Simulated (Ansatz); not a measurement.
ClFH2Si···SiH4

```xyz
10

Si    0.4574   -0.0662   -0.0296
Cl    1.2032    0.0700    1.8693
H     1.5947    0.0002   -1.0017
H    -0.5718    1.0038   -0.2367
F    -0.2635   -1.5014   -0.2021
Si   -2.9728    0.0743    1.2490
H    -2.7583   -0.7422    0.0045
H    -4.0624   -0.5414    2.0851
H    -3.3637    1.4777    0.8704
H    -1.6904    0.1192    2.0429
```

Level of theory: RKS LDA/def2-SVP (Ansatz).

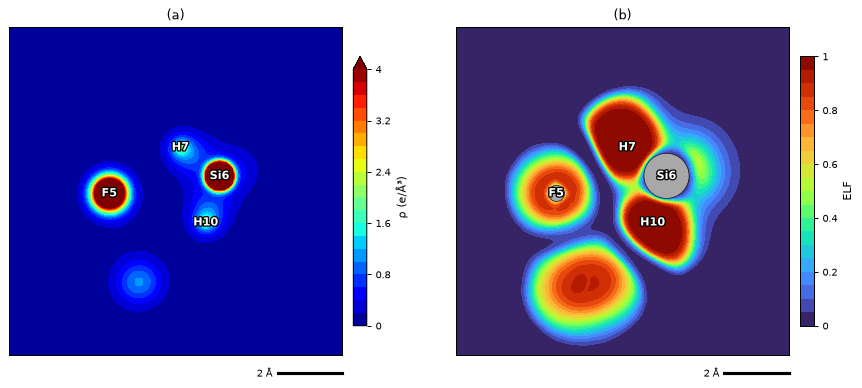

Figure 1. (a) total electron density; (b) electron localisation function on the plane of atoms H7, Si6 and H10. Grey discs cover the atomic cores in the ELF map.

### What do the fields say about this system?

- The plane passes through F, Si and H nuclei.
- Si–H (1.50 Å): ρ at the midpoint is about 0.75 e/Å³; the ELF climbs to about 1 towards the hydrogen, as it does in any bond to H.
- The ELF also peaks beside Cl2 and F5, away from the bonds: lone-pair regions.

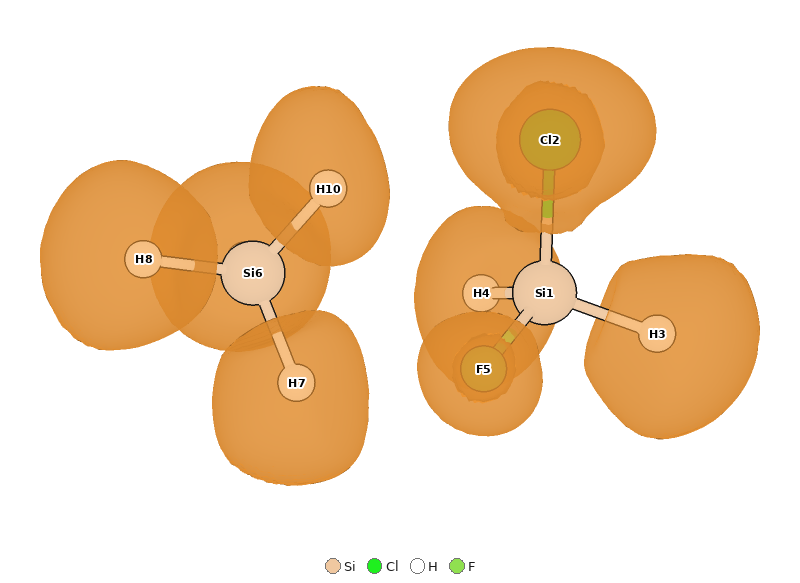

Figure 2. Isosurface of the ELF at 0.75 (orange), seen at a tilt. Only the valence region is drawn (cores and ρ < 0.01 e/Å³ removed).

### What do the ELF domains correspond to?

The surface consists of six regions around hydrogen nuclei, one region on Cl in which the atom's valence shell and bonds are merged and one region wrapped around F (its lone pairs, merged into a ring or cap). Profiles from the grid: Si1···Si6 (3.66 Å): the ELF dips to about 0.05 between them. Si–F (1.62 Å): the ELF peaks at about 0.85 in the valence shell of F, 0.6 Å from its nucleus, and is about 0.45 at the midpoint.

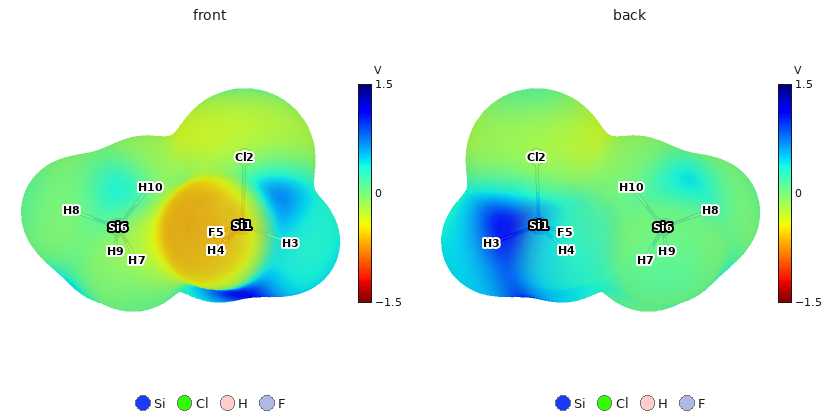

Figure 3. The molecular electrostatic potential painted on the density surface at 0.001 e/bohr³, seen from the front and from behind; the colour scale runs from red (negative) to blue (positive).

### Where is the surface potential most negative and most positive?

The most negative region (about −0.7 V) lies over F5, the most positive (about +1.1 V) over Si1.

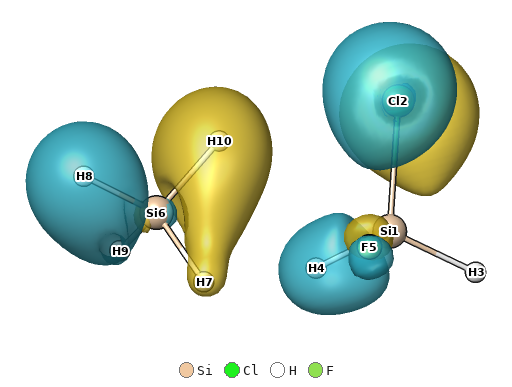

Figure 4. The HOMO−1 at ±0.1 Å⁻³ᐟ² (yellow and cyan are the two phases), seen at a tilt.

### Where does this orbital lie, and at what energy?

It lies mainly on Cl2 (about 45 %), Si6 (about 20 %), H10 (about 10 %), H8 (about 10 %) and Si1 (about 5 %). Its energy is −8.13 eV.
